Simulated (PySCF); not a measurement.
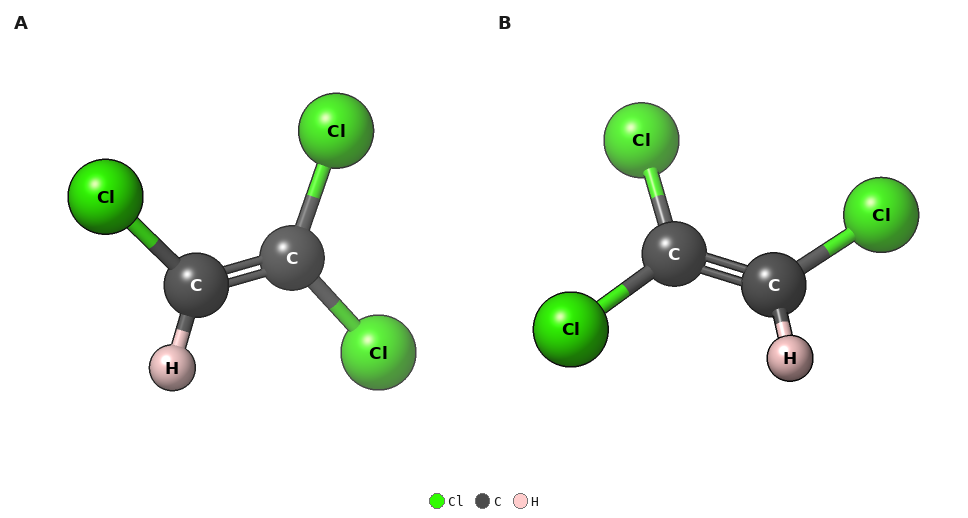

Distant atoms are faded towards the background colour. The geometry was computed by an optimisation with PBE0-D3(BJ)/def2-SVP. No frequency run is at hand to confirm it as a minimum.

Question: How are A and B related: the same structure turned, mirror images, conformers, diastereomers or constitutional isomers?

Answer: They are the same structure, C2HCl3 (ClC=C(Cl)Cl), seen from two directions. With point group Cs it is achiral, so its mirror image would be the same too.
